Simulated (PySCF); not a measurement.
**C₃H₆FSi, doublet, SMILES `[CH]=CC[SiH2]F`: what the electrons do**

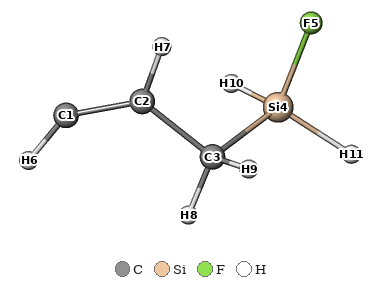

The molecule, with its atoms numbered as below. No frequency check shows the geometry to be a minimum.

Cartesian coordinates (Å):

```
C1      -2.6119    0.2744   -0.4408
C2      -1.5194    0.4541    0.2190
C3      -0.5464   -0.6383    0.6424
Si4      1.1127   -0.4615   -0.2670
F5       1.6864    1.0005    0.0964
H6      -3.1652   -0.5223   -0.8805
H7      -1.2110    1.4454    0.5306
H8      -0.9905   -1.6146    0.4502
H9      -0.3933   -0.5529    1.7205
H10      0.9537   -0.4537   -1.7120
H11      2.1178   -1.3860    0.2372
```

## 1. Bonding charge

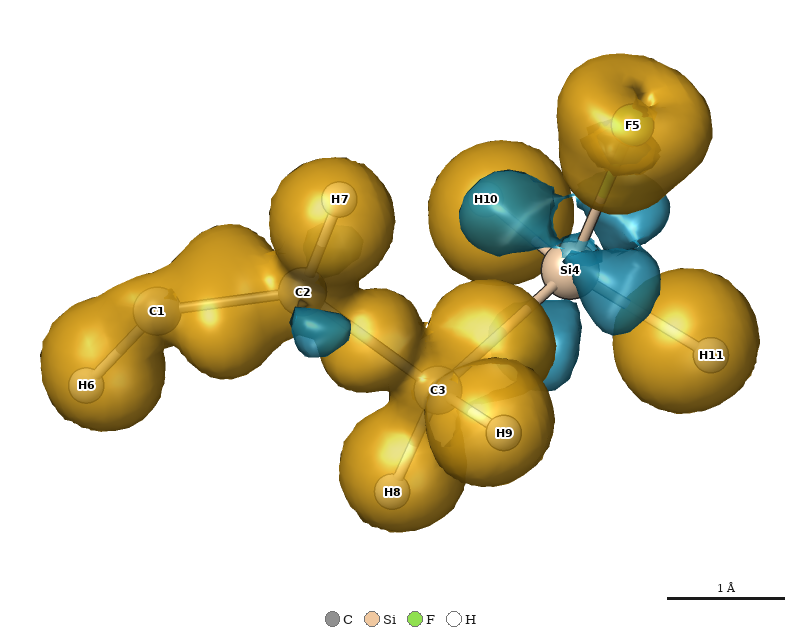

Deformation density (molecule less spherical, spin-averaged free atoms at the same positions), surfaces at ±0.1 e/Å³; yellow: gain, teal: loss.

PySCF calculation, CAM-B3LYP/6-311+G**, gas phase; geometry: GFN2-xTB. The stability of the open-shell solution wasn't checked. GFN2-xTB doesn't know the spin state, so this open-shell geometry is rough.

**Describe the bonding that the map shows.**

The five largest and four smallest: C1–C2: +0.77 e/Å³ at the bond critical point (bond length 1.29 Å). C1–H6: +0.75 e/Å³ at the bond critical point (bond length 1.06 Å). C2–H7: +0.73 e/Å³ at the bond critical point (bond length 1.08 Å). C3–H8: +0.68 e/Å³ at the bond critical point (bond length 1.09 Å). C3–H9: +0.68 e/Å³ at the bond critical point (bond length 1.09 Å). Si4–H10: +0.24 e/Å³ at the bond critical point (bond length 1.45 Å). Si4–H11: +0.24 e/Å³ at the bond critical point (bond length 1.46 Å). C3–Si4: +0.20 e/Å³ at the bond critical point (bond length 1.90 Å). Si4–F5: +0.02 e/Å³ at the bond critical point (bond length 1.61 Å); up to 0.6 Å beside the axis the gain reaches +0.28 e/Å³. In all, 2.7 electrons gather in the regions of gain relative to the promolecule. A small or negative value marks a very polar bond, one between electron-rich atoms, whose free-atom densities already overlap strongly, a long bond to a heavier atom, or a closed-shell contact such as a hydrogen bond.

**Where do the Hirshfeld charges lie?**

The highest Hirshfeld charge is on Si4 (+0.47 e), the lowest on F5 (−0.23 e).

## 2. Local ionisation energy

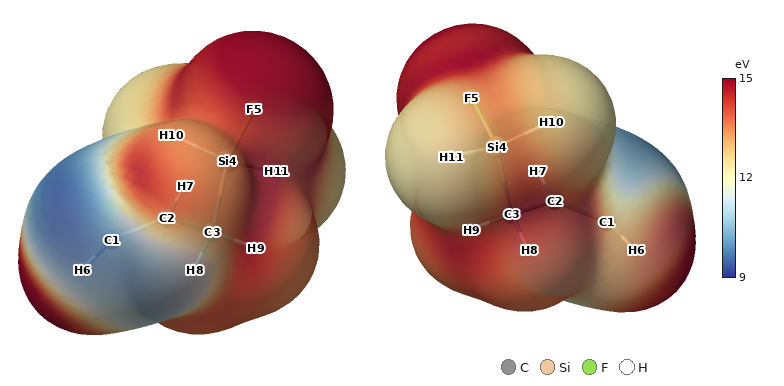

Average local ionisation energy on the surface of electron density 0.001 a.u. (back view left, front view right).

**Where are the most loosely bound electrons on this surface?**

The lowest value is 9.4 eV, 2.0 Å from C1. Further minima include 12.0 eV, 1.5 Å from H11; 13.4 eV, 1.4 Å from H9. For comparison, the highest occupied orbital lies at −8.2 eV.

## 3. Spin density

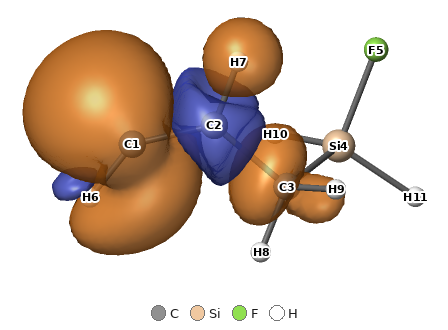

Spin density ρα − ρβ at ±0.01 e/Å³ (orange: excess α, blue: excess β).

**Where is the unpaired spin?**

Hirshfeld spin populations: C1 +0.81, H6 +0.07 and C3 +0.05. ⟨S²⟩ = 0.76, against 0.75 for a pure state. The picture also shows regions of β spin from spin polarisation; the Hirshfeld sums, whose atoms overlap, net them against the α spin of neighbours.

## 4. In an electric field

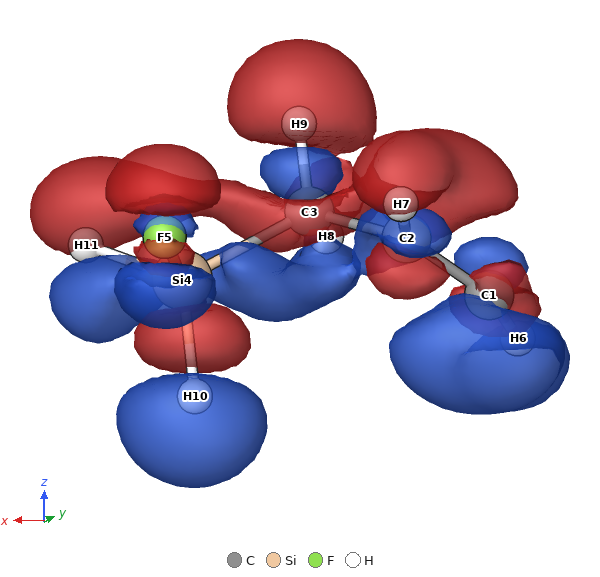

Change of the electron density in a uniform field of 0.26 V/Å, surfaces at ±0.0015 e/Å³ (red: gain, blue: loss).

Level of theory: B3LYP/def2-SVPD (PySCF), at a geometry from GFN2-xTB. The stability of the open-shell solution wasn't checked. GFN2-xTB doesn't know the spin state, so this open-shell geometry is rough.

**Along which Cartesian direction does the field point?**

Along −z: electrons gather on the +z side, against the field.

**How large is the response?**

The induced dipole is 0.71 D (along the field); α along this axis, from the fields in both directions, is 55 bohr³ (8.2 Å³).

**Which atoms gain and lose the most charge?**

Electrons gather most on H9 (Hirshfeld charge changes by −0.012 e) and leave H10 most (+0.012 e); 0.070 electrons are displaced in all.

## 5. Removing or adding an electron

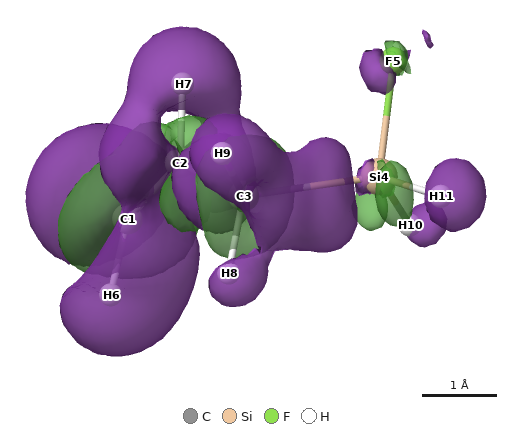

Fukui function f⁻ = ρ(N) − ρ(N−1) at fixed geometry, surfaces at ±0.02 e/Å³ (purple positive, green negative).

Computed with PySCF, ωB97X/aug-cc-pVDZ, geometry: GFN2-xTB. GFN2-xTB doesn't know the spin state, so this open-shell geometry is rough.

**Which atoms respond most to the removal of an electron?**

f⁻ (Hirshfeld-condensed) is largest on C1 (0.36); the vertical ionisation energy is 9.06 eV (to the singlet cation, which needn't be its lowest state). Condensed values hint at sites of electrophilic attack but needn't mark the atom that reacts. Orbital relaxation makes it negative in places (0.31 e in all).

| atom | f⁻ | charge |
| --- | --- | --- |
| C1 | +0.36 | −0.08 |
| C2 | +0.13 | −0.07 |
| C3 | +0.07 | −0.18 |
| Si4 | +0.06 | +0.46 |
| F5 | +0.02 | −0.22 |
| H6 | +0.12 | +0.07 |
| H7 | +0.09 | +0.06 |
| H8 | +0.04 | +0.05 |
| H9 | +0.05 | +0.06 |
| H10 | +0.02 | −0.07 |
| H11 | +0.04 | −0.08 |
